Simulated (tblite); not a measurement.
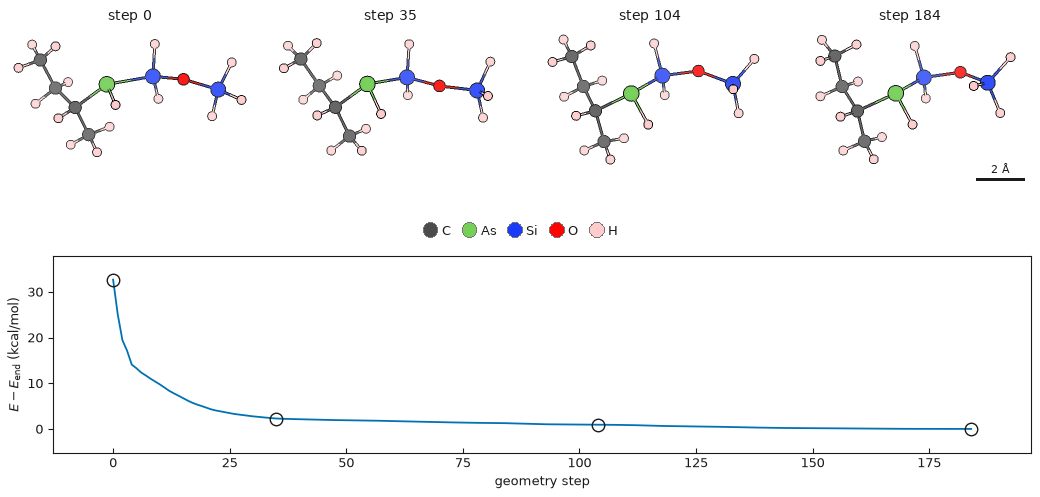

Frames of a relaxation of C4H15AsOSi2, marked on the history of the run. Style: ball-and-stick. Shown face on.

Method: GFN2-xTB geometry optimisation, gas phase (tblite). 

> Describe the path.

After 184 geometry steps the energy has fallen by 32.7 kcal/mol. The atom that moves furthest after the best rigid fit is an H atom (2.23 Å). By element the largest moves are H 2.23 Å, O 1.44 Å, Si 0.81 Å, C 0.67 Å, As 0.54 Å. Near-neighbour distances that change, for instance: O–Si 1.729 → 1.632 Å, O–Si 1.707 → 1.613 Å, As–C 1.939 → 2.010 Å, As–H 1.573 → 1.509 Å. Among the angles between lasting bonds that change: Si–O–Si 112.4° → 144.9°, C–As–Si 113.8° → 99.1°, Si–As–H 106.9° → 93.2°. Groups turn about O–Si by about 130°, O–Si by about 125°, As–C by about 40°. From step 0 to 35: an H atom moves most (0.73 Å), energy −30.4 kcal/mol. From step 35 to 104: the O atom moves most (0.78 Å), energy −1.36 kcal/mol. From step 104 to 184: an H atom moves most (0.82 Å), energy −0.92 kcal/mol.

```json
{"step": "0", "E − E(0), kcal/mol": "0.00"}
{"step": "1", "E − E(0), kcal/mol": "-7.62"}
{"step": "2", "E − E(0), kcal/mol": "-13.25"}
{"step": "3", "E − E(0), kcal/mol": "-15.57"}
{"step": "4", "E − E(0), kcal/mol": "-18.60"}
{"step": "5", "E − E(0), kcal/mol": "-19.39"}
{"step": "6", "E − E(0), kcal/mol": "-20.31"}
{"step": "7", "E − E(0), kcal/mol": "-20.96"}
{"step": "8", "E − E(0), kcal/mol": "-21.66"}
{"step": "9", "E − E(0), kcal/mol": "-22.29"}
{"step": "10", "E − E(0), kcal/mol": "-22.92"}
{"step": "19", "E − E(0), kcal/mol": "-27.67"}
{"step": "28", "E − E(0), kcal/mol": "-29.65"}
{"step": "37", "E − E(0), kcal/mol": "-30.47"}
{"step": "47", "E − E(0), kcal/mol": "-30.72"}
{"step": "56", "E − E(0), kcal/mol": "-30.85"}
{"step": "65", "E − E(0), kcal/mol": "-31.06"}
{"step": "74", "E − E(0), kcal/mol": "-31.27"}
{"step": "83", "E − E(0), kcal/mol": "-31.39"}
{"step": "92", "E − E(0), kcal/mol": "-31.64"}
{"step": "102", "E − E(0), kcal/mol": "-31.74"}
{"step": "111", "E − E(0), kcal/mol": "-31.83"}
{"step": "120", "E − E(0), kcal/mol": "-32.06"}
{"step": "129", "E − E(0), kcal/mol": "-32.18"}
{"step": "138", "E − E(0), kcal/mol": "-32.37"}
{"step": "147", "E − E(0), kcal/mol": "-32.49"}
{"step": "157", "E − E(0), kcal/mol": "-32.58"}
{"step": "166", "E − E(0), kcal/mol": "-32.63"}
{"step": "175", "E − E(0), kcal/mol": "-32.66"}
{"step": "184", "E − E(0), kcal/mol": "-32.67"}
```
